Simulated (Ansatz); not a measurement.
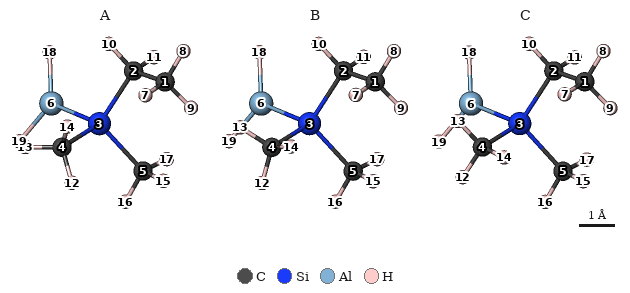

3 geometries from a converged minimum-energy path of C4H13AlSi, shuffled. A ball-and-stick model, seen from a free direction.

These are results of Ansatz, RKS B3LYP-D4/6-31G, not measurements. Settings: 5 movable images; climbing image; force threshold 0.03 eV/Å; iteration limit 33; starting path by image-dependent pair potential.

**Which frame is the transition state?**

A. In order along the path, whose images run from 0 to 6: C (image 0, 0.00 kJ/mol), B (image 1, +1.37 kJ/mol), A (image 3, +5.68 kJ/mol). The motion is a rotation about the Si3–C4 bond by about 120°. No bond forms or breaks between the ends.

The run took 4.2 min on 1 thread of Arm Neoverse V1, with other jobs on the host, peak memory 0.24 GiB.
